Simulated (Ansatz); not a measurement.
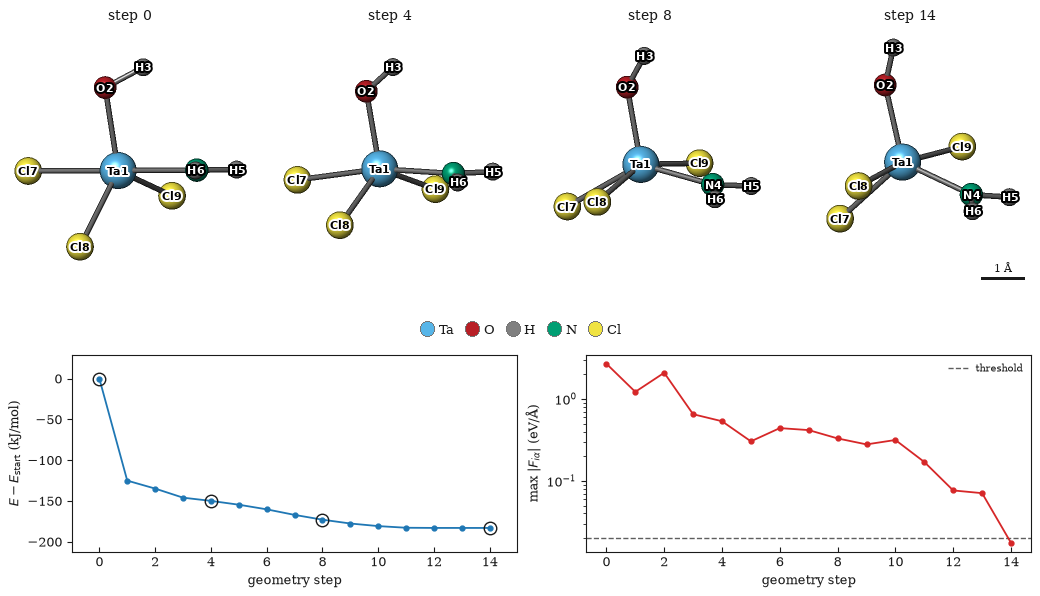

Frames of a relaxation of TaNH3OCl3, marked on the history of the run. A ball-and-stick model, seen at a tilt.

The run prepares the start of a later molecular dynamics calculation, from a guessed geometry.

These are results of RKS BHLYP-D4/def2-SVP (Ansatz), not measurements. (no spin polarisation; force threshold 0.02 eV/Å; at most 40 steps)

Question: Describe the path.

Answer: The atom that moves furthest after the best rigid fit is Cl8 (1.56 Å). Largest moves by element: Cl 1.56 Å, H 1.03 Å, N 0.64 Å, O 0.25 Å, Ta 0.23 Å. Among the contacts that change: Ta1–N4 2.160 → 1.958 Å, Ta1–O2 2.020 → 1.857 Å, Ta1–Cl7 2.470 → 2.318 Å, Ta1–Cl8 2.470 → 2.357 Å. Bond angles that change, for instance: N4–Ta1–Cl7 180.0° → 121.1°, Cl8–Ta1–Cl9 120.0° → 169.0°, Ta1–O2–H3 109.5° → 151.6°. Groups turn about Ta1–O2 by about 35°. After 14 geometry steps the energy has fallen by 183.0 kJ/mol. Largest force component: 2.7 eV/Å at the start, 0.017 eV/Å at the end. The run took 100 s on 2 threads of Arm Neoverse V1, on a shared host, peak memory 0.36 GiB. From step 0 to 4: Cl8 moves most (0.55 Å), energy −149.8 kJ/mol. From step 4 to 8: Cl atoms move most (0.66 Å), energy −23.0 kJ/mol. From step 8 to 14: Cl atoms move most (0.42 Å), energy −10.1 kJ/mol.
